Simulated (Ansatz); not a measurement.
**r2SCAN/STO-3G run of SiCl2 (SMILES Cl[Si]Cl)**

What is the electronic atomisation energy of SiCl2 at r2SCAN/STO-3G? 

Program for the calculation: Ansatz 0.2.0.

39 further runs of the same task are left out: 4 that didn't finish, 35 set aside as unsound or not needed.

## Step 1: The system as given

The species is SiCl2 (3 atoms), meant as a singlet with charge 0. SMILES: `Cl[Si]Cl`. The coordinates come from a GFN2-xTB relaxation.

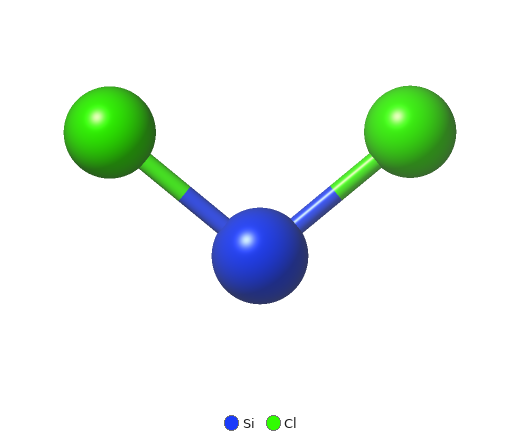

Viewed from a chosen angle; silicon blue, chlorine green.

## Step 2: A single-point energy at r2SCAN/STO-3G

in.yaml

```yaml
crystal:
  periodic: [false, false, false]
  atoms:
    - {symbol: Si, position_ang: [0.005140, -0.006950, -0.869340]}
    - {symbol: Cl, position_ang: [1.581630, -0.018940, 0.444080]}
    - {symbol: Cl, position_ang: [-1.586770, 0.025890, 0.425270]}
basis:
  gaussian: {orbitals: STO-3G}
hamiltonian: {xc: {name: r2SCAN}}
accuracy: high
```

Started as:

```console
ansatz run in.yaml --threads 1 --pin off --max-ram 2610MiB --events-out events.jsonl --progress --plain --runs-dir runs
```

What it wrote:

```text
Warning: RAYON_NUM_THREADS=1 ignored (pool sized by the plan → 1); use --threads N
Functional definition: r2SCAN
  name "r2SCAN"
  parameter k0 = 0.174
  parameter k1 = 0.065
  parameter a1 = 4.9479
  exchange = r2scan_x(k0 = k0, k1 = k1, a1 = a1)
  correlation = r2scan_c
487 factors; integrals over basis functions are off by at most 1.5e-8 eV
mean field evaluation 1: about -32557.2701 eV, gradient 2.1e1 eV
mean field evaluation 2: about -32551.9590 eV, gradient 4.3e1 eV
mean field evaluation 4: about -32559.6211 eV, gradient 2.8e-1 eV
mean field evaluation 8: about -32559.6263 eV, gradient 6.1e-3 eV
mean field evaluation 16: about -32559.6263 eV, gradient 2.5e-9 eV
mean field -32559.62627267 eV, -1196.5441958134 hartree, gradient 3.6e-9 eV, S^2 0.000000; 0 other end points of the search recorded, 0 dependent functions left out
reference -32559.62627296 eV, -1196.5441958239 hartree; 24, 24 occupied and 3, 3 virtual orbitals, 487 factors
Total energy: -32559.62627296 eV, -1196.5441958239 hartree
```

Wall time 3.3 s (1 thread of Arm Neoverse V1, shared host); peak memory 0.14 GiB.

## Step 3: The Cl atom

job.yaml

```yaml
crystal:
  periodic: [false, false, false]
  atoms:
    - {symbol: Cl, position_ang: [0.000000, 0.000000, 0.000000]}
basis:
  gaussian:
    orbitals: STO-3G
magnetization:
  spin_polarized: true
  initial_magnetization: 1
hamiltonian:
  xc: r2scan
accuracy: high
```

Started as:

```console
ansatz run job.yaml --threads 1 --pin off --max-ram 2610MiB --events-out events.jsonl --progress --plain --runs-dir runs
```

What it wrote, shortened:

```text
Warning: RAYON_NUM_THREADS=1 ignored (pool sized by the plan → 1); use --threads N
[... 7 set-up lines as earlier in the session ...]
42 factors; integrals over basis functions are off by at most 4.6e-9 eV
mean field evaluation 1: about -12384.2697 eV, gradient 1.5e-1 eV
mean field evaluation 2: about -12384.2697 eV, gradient 6.9e-4 eV
mean field evaluation 4: about -12384.2772 eV, gradient 8.5e-8 eV
mean field evaluation 8: about -12384.2765 eV, gradient 1.9e-5 eV
mean field evaluation 16: about -12384.2772 eV, gradient 1.4e-3 eV
mean field evaluation 32: about -12384.2788 eV, gradient 2.0e-5 eV
mean field -12384.27715194 eV, -455.1137909691 hartree, gradient 7.9e-11 eV, S^2 0.750000; 6 other end points of the search recorded, 0 dependent functions left out
reference -12384.27715219 eV, -455.1137909783 hartree; 9, 8 occupied and 0, 1 virtual orbitals, 42 factors
Total energy: -12384.27715219 eV, -455.1137909783 hartree
```

It took 2.2 s on 1 thread of Arm Neoverse V1, shared host; peak memory 0.12 GiB.

## Step 4: The Si atom, same level

run.yaml

```yaml
crystal:
  periodic: [false, false, false]
  atoms:
    - symbol: Si
      position_ang: [0.000000, 0.000000, 0.000000]
basis:
  gaussian:
    orbitals: STO-3G
magnetization:
  spin_polarized: true
  initial_magnetization: 2
hamiltonian:
  xc: {name: r2SCAN}
accuracy: high
```

Started as:

```console
ansatz run run.yaml --threads 1 --pin off --max-ram 2610MiB --events-out events.jsonl --progress --plain --runs-dir runs
```

What it wrote, shortened:

```text
Warning: RAYON_NUM_THREADS=1 ignored (pool sized by the plan → 1); use --threads N
[... 7 set-up lines as earlier in the session ...]
42 factors; integrals over basis functions are off by at most 2.5e-9 eV
mean field evaluation 1: about -7780.0741 eV, gradient 5.6e-1 eV
mean field evaluation 2: about -7780.0750 eV, gradient 4.2e-2 eV
mean field evaluation 4: about -7780.0744 eV, gradient 2.5e-3 eV
mean field evaluation 8: about -7780.0744 eV, gradient 1.6e-8 eV
mean field evaluation 16: about -7780.0744 eV, gradient 3.5e-9 eV
mean field -7780.07441249 eV, -285.9124611351 hartree, gradient 3.0e-8 eV, S^2 2.000001; 1 other end points of the search recorded, 0 dependent functions left out
reference -7780.07441300 eV, -285.9124611541 hartree; 8, 6 occupied and 1, 3 virtual orbitals, 42 factors
Total energy: -7780.07441300 eV, -285.9124611541 hartree
```

Run time: 1.8 s. Hardware: 1 thread of Arm Neoverse V1, shared host; peak memory 0.12 GiB.

## Step 5: What came out

At r2SCAN/STO-3G:

| quantity | value |
| --- | --- |
| molecule: total energy | -1196.54420 Eh |
| Cl atom: total energy | -455.11379 Eh |
| Cl atom: ⟨S²⟩ | 0.750 |
| Si atom: total energy | -285.91246 Eh |
| Si atom: ⟨S²⟩ | 2.000 |
| electronic atomisation energy | 10.998 eV |

**Reading.** Taking the molecule apart into free atoms costs 11.00 eV (254 kcal/mol), before zero-point energy and without spin-orbit coupling. In a minimal basis such a difference can be off by several eV, whatever the method.
